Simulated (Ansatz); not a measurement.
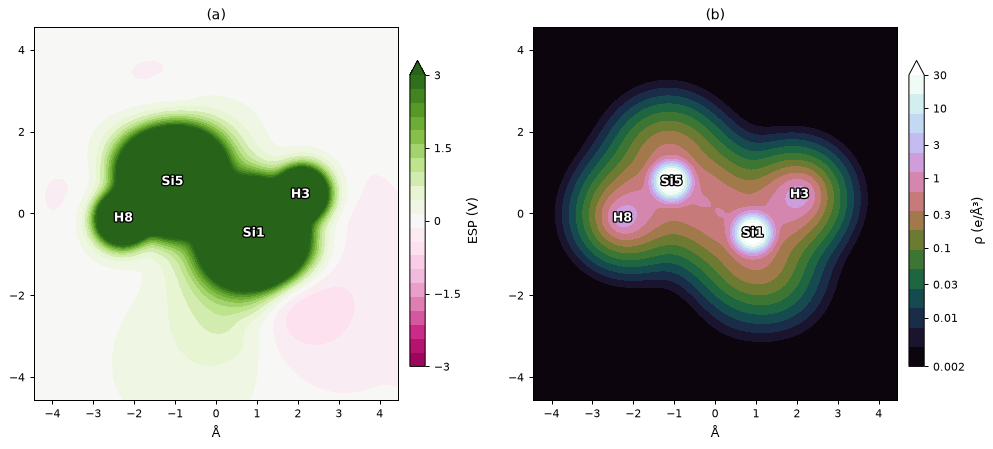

The picture shows: H7NSi2. (a) electrostatic potential; (b) electron density on the plane of atoms H3, Si1 and Si5.

The reactant side of a reaction path; geometry: PBE0-D4/def2-TZVP.

All numbers below come from RKS PBE0-D4/def2-TZVPP in Ansatz 0.2.0.

```xyz
10

Si   -0.2673   -0.8385    0.2314
N     1.4003   -1.2825    0.1519
H    -1.0069   -1.6937   -0.7369
H    -0.7472   -1.1301    1.6101
Si   -0.7431    1.4125   -0.2553
H     2.0345   -0.9224    0.8478
H     1.8523   -1.3179   -0.7484
H    -0.0251    2.3146    0.6898
H    -0.2960    1.7556   -1.6354
H    -2.2015    1.7025   -0.1549
```

Describe what can be read from this map.

The section cuts through Si and H sites.
Si–Si (2.35 Å): ρ at the midpoint is about 0.64 e/Å³.
Si–H (1.49 Å): the density is about 0.81 e/Å³ at the midpoint.
Outside the dense part of the molecule the potential is most negative (−0.7 V) near N2, which lies off the plane.
